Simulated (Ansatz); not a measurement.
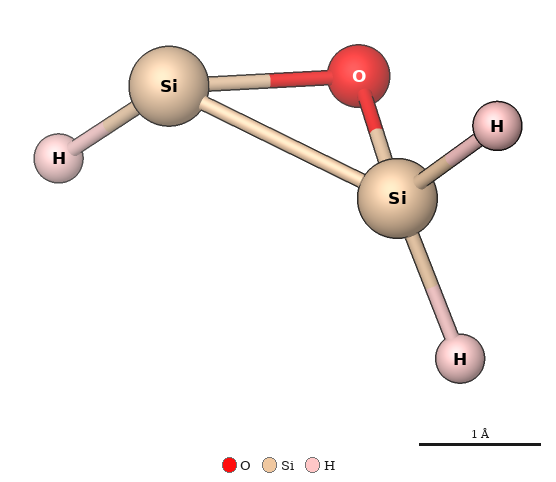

Atoms fade into the background with distance from the viewer. The species is neutral and a spin doublet. Computed geometry: PBE0-D4/def2-TZVP optimisation. No frequency run is at hand to confirm it as a minimum. Masses are those of the most abundant isotopes; constants are for the rigid equilibrium geometry.

Q: Classify the rotor and give the rotational constants (cm⁻¹).

A: An asymmetric top (C1): A = 0.667, B = 0.199, C = 0.167 cm⁻¹. Ray's parameter κ is −0.87, close to the prolate limit.
